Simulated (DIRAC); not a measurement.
# Two attempts at [SnF3]−

Wanted: a single-point energy of [SnF3]−, LC-BLYP/dyall-cv3z (DKH2, basis special F:cc-pVDZ-DK, uncontracted yes).

Program for the calculation: DIRAC 26.1 (patched).

12 further runs of the same task are left out: 1 that didn't finish, 11 set aside as unsound or not needed.

### Step 1. The molecule

[SnF3]− has 4 atoms, charge -1, and is taken as a singlet. Geometry: optimised at HF/sfX2C.

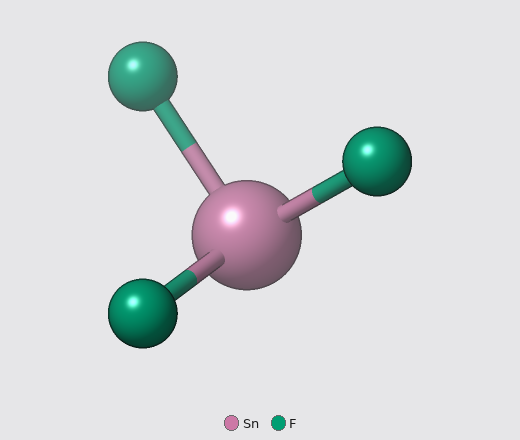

Viewed from a chosen angle; tin pink, fluorine teal.

### Step 2. Try one

The input, mol.mol:

```
DIRAC
F3Sn
dyall-cv3z
C   2 -1           A
       50.    1
Sn        0.00000000      0.00000000      0.00000000
LARGE BASIS dyall.cv3z
        9.    3
F1        0.05000000      0.05000000      0.05000000
F2       -1.47476649     -0.85145734     -1.04939691
F3        1.47476649     -0.85145734     -1.04939691
LARGE BASIS cc-pVDZ-DK
FINISH
```

The input, scf.inp:

```
**DIRAC
.TITLE
 LC-BLYP on F3Sn
.WAVE FUNCTION
.PROPERTIES
**HAMILTONIAN
.DKH2
.SPINFREE
.DFT
CAM p:alpha=0.0 p:beta=1.0 p:mu=0.33 x:slater=1 x:becke=1 c:lyp=1
**INTEGRALS
*READIN
.UNCONTRACT
**WAVE FUNCTION
.SCF
*SCF
.MAXITR
 80
**PROPERTIES
.DIPOLE
**END OF INPUT
```

Run with:

```sh
$ pam --inp=scf.inp --mol=mol.mol --noarch --mw=163 --aw=368
```

Log:

```text
**************************************************************************
    ****************************  LC-BLYP on F3Sn ****************************
    **************************************************************************

 Jobs in this run:
   * Wave function
   * Properties

    **************************************************************************
    ************************** General DIRAC set-up **************************
    **************************************************************************

[... 112 lines left out ...]
  Nuclear repulsion energy                       :   3044.169249709851 Hartree
[... 83 lines left out ...]
   Nuclear repulsion energy                          : 3044.169249709851 Hartree
[... 34 lines left out ...]
     and exchange functionals and weights:
[... 45 lines left out ...]
   to improve convergence (default value).
[... 2 lines left out ...]
 * Convergence on norm of error vector (gradient).
[... 1 line left out ...]
   Allowed convergence:1.000D-06
[... 5 lines left out ...]
 * DIIS will be activated when convergence reaches : 1.00D+20
[... 4 lines left out ...]
 * No quadratic convergent Hartree-Fock
[... 21 lines left out ...]
 Dipole moment
[... 2 lines left out ...]
 ********************************************************************************
 *************************** Input consistency checks ***************************
 ********************************************************************************

  --- SEVERE ERROR, PROGRAM WILL BE ABORTED ---

 Properties not available for DKH2

 ====  below this line is the stderr stream  ====

  --- SEVERE ERROR, PROGRAM WILL BE ABORTED ---
 Properties not available for DKH2
STOP 1000

  --- SEVERE ERROR, PROGRAM WILL BE ABORTED ---
STOP 1000
```

It took 0.14 s on 1 thread of Intel Xeon Platinum 8259CL at 2.50GHz (Skylake/Cascade Lake), shared host.

### Step 3. Diagnosis

The program broke off before the end.

The log says `Properties not available for DKH2`. Cause: the program doesn't offer the task asked for with this method or module, as the log says. As the program read them, the closest atoms are 0.09 Å apart, against 2.00 Å in the sound input.

### Step 4. Try two

Edit mol.mol of step 2 so:

```diff
@@ -1,2 +1,2 @@
-DIRAC
+INTGRL
 F3Sn
@@ -8,3 +8,3 @@
         9.    3
-F1        0.05000000      0.05000000      0.05000000
+F1        0.00000000      1.70291367     -1.04939691
 F2       -1.47476649     -0.85145734     -1.04939691
```

The input, job.inp:

```
**DIRAC
.TITLE
 F3Sn
.WAVE FUNCTION
**HAMILTONIAN
.DKH2
.SPINFREE
.DFT
CAM p:alpha=0.0 p:beta=1.0 p:mu=0.33 x:slater=1 x:becke=1 c:lyp=1
**INTEGRALS
*READIN
.UNCONTRACT
**WAVE FUNCTION
.SCF
*END OF
```

Run with:

```sh
$ pam --inp=job.inp --mol=mol.mol --noarch --mw=163 --aw=368
```

Log:

```text
[...]
   for large components
[...]
 Ordinary (field-free non-relativistic) Hamiltonian integrals not calculated.
[...]
Full group is:  C(3v)
Represented as: Cs
[...]
 * Kohn-Sham calculation using the xc functional: Cam
[...]
   Total charge of atoms =  77
[...]
 * Number of fermion irreps: 1
[...]
*** WARNING *** : 6 functions deleted due to numerical linear dependence.
 >>> CPU  time used in Lwdn_a is   0.16 seconds
[...]
  MAKE_FPM: WARNING, TIMAGNORM > THRNULL1 (= 0.100000D-03
 >>> CPU  time used in make_bss is   3.38 seconds
[...]
It.    1    -3522.441689365      0.00D+00  0.00D+00  0.00D+00               0.24324417s   Atom. scrpot
[...]
It.   20    -6473.764306114     -6.13D-10 -2.62D-07  3.69D-08   DIIS   3    7.12200000s   LL
[...]
* Convergence after   20 iterations.
[...]
                                   TOTAL ENERGY
                                   ------------
   Charge of molecule : -1
   Electronic energy                        :    -6874.5043634472431
   Other contributions to the total energy
   Nuclear repulsion energy                 :      400.7400573330733
[...]
   Total energy                             :    -6473.7643061141698
[...]
  * Closed shell, f = 1.0000
   -1063.741915854  ( 2)       -160.608956445  ( 2)       -144.247371266  ( 2)       -144.246723678  ( 2)        -30.959239677  ( 2)
     -25.606757358  ( 2)        -25.604832756  ( 2)        -24.202163172  ( 2)        -24.202155283  ( 2)        -17.342793369  ( 2)
     -17.341480421  ( 2)        -17.341066807  ( 2)         -4.874656786  ( 2)         -3.255449600  ( 2)         -3.251824622  ( 2)
      -0.989853255  ( 2)         -0.981307694  ( 2)         -0.898976241  ( 2)         -0.895556898  ( 2)         -0.877511720  ( 2)
[...]
  * Closed shell, f = 1.0000
    -144.247371268  ( 2)        -25.606757353  ( 2)        -24.202162394  ( 2)        -17.342793367  ( 2)        -17.341480417  ( 2)
      -3.255449597  ( 2)         -0.989853152  ( 2)         -0.898976222  ( 2)         -0.877511682  ( 2)         -0.292502839  ( 2)
      -0.260420171  ( 2)         -0.245846637  ( 2)         -0.241701957  ( 2)
  * Virtual eigenvalues, f = 0.0000
[...]
* HOMO - LUMO gap:
    E(LUMO) :     0.21907380 au (symmetry A" )
  - E(HOMO) :    -0.14825326 au (symmetry A' )
  ------------------------------------------
    gap     :     0.36732706 au
[...]
```

It took 4 min on 1 thread of Intel Xeon Platinum 8259CL at 2.50GHz (Skylake/Cascade Lake), shared host; peak memory 0.12 GiB.

### Step 5. Summary of results

Level: LC-BLYP/dyall-cv3z (DKH2, basis special F:cc-pVDZ-DK, uncontracted yes).

| quantity | value |
| --- | --- |
| total energy | -6473.76431 Eh |
| HOMO energy | -4.03 eV |
| LUMO energy | 5.96 eV |
| HOMO–LUMO gap (to an unbound level, set by the basis) | 10.00 eV |
